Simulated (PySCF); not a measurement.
# [SnH5]− (SMILES [H][Sn-]([H])([H])([H])[H]) at 6 levels

Aim: a comparison of 6 runs (B3LYP/STO-3G, PBE0/STO-3G, SVWN5/STO-3G, UPBE0/STO-3G, r2SCAN/STO-3G, NEVPT2(2,2)/STO-3G) of [SnH5]−. 

Program for the calculation: PySCF 2.14.0.

10 further runs of the same task are left out: 10 set aside as unsound or not needed.

**1. The structure to begin with**

The species is [SnH5]− (6 atoms), meant as a singlet with charge -1. As SMILES, `[H][Sn-]([H])([H])([H])[H]`. The Sn1–H2 distance was set to 2.263 Å, away from the relaxed value.

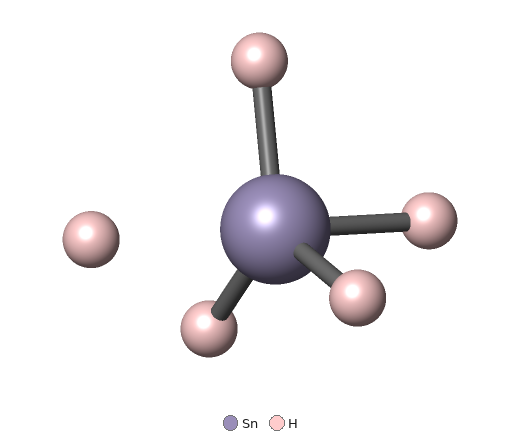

Viewed from a chosen angle; tin purple, hydrogen pink.

**2. A single-point energy at B3LYP/STO-3G (run 1)**

job.py

```python
from pyscf import gto, dft

system = gto.M(
    atom=[
    ('Sn', (0.004554, -0.000434, -0.376668)),
    ('H', (-0.020070, -0.006290, 1.885790)),
    ('H', (0.024354, 0.011696, -2.265118)),
    ('H', (1.786884, 0.011756, -0.358228)),
    ('H', (-0.898366, 1.536946, -0.380508)),
    ('H', (-0.876846, -1.548784, -0.390708)),
],
    basis='sto-3g',
    max_memory=1860,
    charge=-1,
    verbose=4,
)

calc0 = dft.RKS(system)
calc0.xc = 'b3lyp'
calc0.grids.level = 5
calc0.conv_tol = 1e-10
calc0.kernel()
if not calc0.converged:
    calc0 = calc0.newton().run(calc0.mo_coeff, calc0.mo_occ)

e_final = calc0.e_tot
print('E = %.10f Eh' % e_final)
```

The run is started by

```sh
$ OMP_NUM_THREADS=1 python job.py
```

The program printed:

```text
PySCF version 2.14.0

[... 70 lines left out ...]
converged SCF energy = -5968.08622620992
E = -5968.0862262099 Eh
```

Run time: 4.5 s. Hardware: 1 thread of Arm Neoverse V1, shared host; peak memory 0.25 GiB.

**3. A single-point energy at PBE0/STO-3G (run 2)**

job.py

```python
from pyscf import gto, dft

mol = gto.Mole()
mol.atom = '''
Sn     0.008606    -0.000820    -0.711799
H     -0.037927    -0.011886     3.563627
H      0.046022     0.022102    -4.280453
H      3.376721     0.022216    -0.676953
H     -1.697666     2.904407    -0.719056
H     -1.656999    -2.926778    -0.738331
'''
mol.unit = 'bohr'
mol.charge = -1
mol.max_memory = 1860
mol.verbose = 4
mol.spin = 0
mol.basis = 'sto-3g'
mol.build()

ks = dft.RKS(mol, xc='pbe0')
ks.conv_tol = 1e-10
ks.grids.level = 5
ks.kernel()
if not ks.converged:
    ks = ks.newton().run(ks.mo_coeff, ks.mo_occ)

e_final = ks.e_tot
print('E = %.10f Eh' % e_final)
```

The run is started by

```sh
$ OMP_NUM_THREADS=1 python job.py
```

The program printed:

```text
PySCF version 2.14.0

[... 69 lines left out ...]
converged SCF energy = -5967.7806409116
E = -5967.7806409116 Eh
```

Run time: 4.2 s. Hardware: 1 thread of Arm Neoverse V1, shared host; peak memory 0.25 GiB.

Runs 3 to 4 aren't shown in full; the table further down has their settings and results.

**4. The energy at r2SCAN/STO-3G (run 5)**

input.xyz

```xyz
6

Sn     0.004554    -0.000434    -0.376668
H     -0.020070    -0.006290     1.885790
H      0.024354     0.011696    -2.265118
H      1.786884     0.011756    -0.358228
H     -0.898366     1.536946    -0.380508
H     -0.876846    -1.548784    -0.390708
```

run.py

```python
from pyscf import gto, dft

mol = gto.Mole()
mol.atom = 'input.xyz'
mol.basis = 'sto-3g'
mol.spin = 0
mol.max_memory = 1860
mol.charge = -1
mol.verbose = 3
mol.build()

myscf = dft.RKS(mol)
myscf.xc = 'r2scan'
myscf.conv_tol = 1e-10
myscf.grids.level = 5
myscf.kernel()
if not myscf.converged:
    myscf = myscf.newton().run(myscf.mo_coeff, myscf.mo_occ)

e_final = myscf.e_tot
print(f'total energy: {e_final:.8f} hartree')
```

The run is started by

```sh
$ OMP_NUM_THREADS=1 python run.py
```

The program printed:

```text
converged SCF energy = -5968.25940942191
total energy: -5968.25940942 hartree
```

It took 6 s on 1 thread of Arm Neoverse V1, shared host; peak memory 0.25 GiB.

**5. A single-point energy at NEVPT2(2,2)/STO-3G (run 6)**

calc.py

```python
import numpy
from pyscf import gto, scf, mp, mcscf, mrpt

mol = gto.M(
    atom='''
Sn     0.008606    -0.000820    -0.711799
H     -0.037927    -0.011886     3.563627
H      0.046022     0.022102    -4.280453
H      3.376721     0.022216    -0.676953
H     -1.697666     2.904407    -0.719056
H     -1.656999    -2.926778    -0.738331
''',
    max_memory=1860,
    charge=-1,
    verbose=3,
    unit='bohr',
    basis='sto-3g',
)

mf = scf.RHF(mol)
mf.conv_tol = 1e-10
mf.kernel()
if not mf.converged:
    mf = mf.newton().run(mf.mo_coeff, mf.mo_occ)

pt = mp.MP2(scf.addons.convert_to_uhf(mf)).run()
noons, natorbs = mcscf.addons.make_natural_orbitals(pt)
print('natural occupations', numpy.round(noons[:40], 4))
cas = mcscf.CASSCF(mf, 2, 2)
cas.fix_spin_(ss=0.0)
cas.natorb = True
cas.kernel(natorbs)
e_pt2 = mrpt.NEVPT(cas).kernel()
e_final = cas.e_tot + e_pt2
print('E = %.10f Eh' % e_final)
```

The run is started by

```sh
$ OMP_NUM_THREADS=1 python calc.py
```

The program printed:

```text
converged SCF energy = -5965.89353367628
E(UMP2) = -5965.94874951721  E_corr = -0.055215840924496
E(SCS-UMP2) = -5965.95920417427  E_corr = -0.0656704979859614
natural occupations [2.     2.     2.     2.     2.     2.     2.     2.     2.     2.
 2.     2.     2.     2.     2.     2.     2.     2.     2.     2.
 1.9999 1.9999 1.9999 1.9931 1.9879 1.9874 1.9874 1.9732 0.0293 0.0174
 0.0124 0.0124]
CASSCF energy = -5965.91374438590
CASCI E = -5965.91374438590  E(CI) = -0.502024587465712  S^2 = 0.0000000
Sr    (-1)',   E = 0.00000000000143
Si    (+1)',   E = 0.00000000000446
Sijrs (0)  ,   E = -0.02695744444886
Sijr  (+1) ,   E = -0.00811256286100
Srsi  (-1) ,   E = -0.00376596399857
Srs   (-2) ,   E = -0.00010232742413
Sij   (+2) ,   E = -0.00114956454964
Sir   (0)' ,   E = -0.00101702107930
Nevpt2 Energy = -0.041104884355597
E = -5965.9548492703 Eh
```

Wall time 1.4 s (1 thread of Arm Neoverse V1, shared host); peak memory 0.12 GiB.

**6. All runs side by side**

| run | level | follow instability | integration grid | energy (Eh) | HOMO energy (eV) | LUMO energy (eV) | HOMO–LUMO gap (eV) | wall time |
| --- | --- | --- | --- | --- | --- | --- | --- | --- |
| 1 | B3LYP/STO-3G | – | 5 | -5968.086226 | 4.62 | 12.58 | 7.95 | 4.5 s |
| 2 | PBE0/STO-3G | – | 5 | -5967.780641 | 4.56 | 12.96 | 8.40 | 4.2 s |
| 3 | SVWN5/STO-3G | – | 5 | -5962.241197 | 5.99 | 12.06 | 6.07 | 2.7 s |
| 4 | UPBE0/STO-3G | yes | 5 | -5967.780641 | 4.56 | 12.96 | 8.40 | 18 s |
| 5 | r2SCAN/STO-3G | – | 5 | -5968.259409 | 5.35 | 12.12 | 6.77 | 6 s |
| 6 | NEVPT2(2,2)/STO-3G | – | – | -5965.954849 | 1.82 | 17.10 | 15.28 | 1.4 s |

**7. Summary of results**

| quantity | value |
| --- | --- |
| run 6: total energy | -5965.95485 Eh |
| run 6: HOMO energy (Hartree–Fock orbitals) | 1.82 eV |
| run 6: LUMO energy (Hartree–Fock orbitals) | 17.10 eV |
| run 6: HOMO–LUMO gap (to an unbound level, set by the basis) | 15.28 eV |

**Reading.** Over runs 1, 2, 3, 4, 5 the HOMO–LUMO gap runs from 6.07 eV (SVWN5/STO-3G) to 8.40 eV (PBE0/STO-3G). The empty levels of an anion lie above zero and hang on the basis. Totals of different functionals can't be ranked against each other. In runs 1, 2, 3, 4, 5, 6 the HOMO lies above zero, so the outermost electron may be held by the basis alone. In runs 1, 2, 3, 4, 5, 6 the basis is minimal, so the values are rough. In runs 1, 2, 3, 4, 5, 6 relativity is left out where basis or elements ask for it. All runs together took 37 s, the longest 18 s.
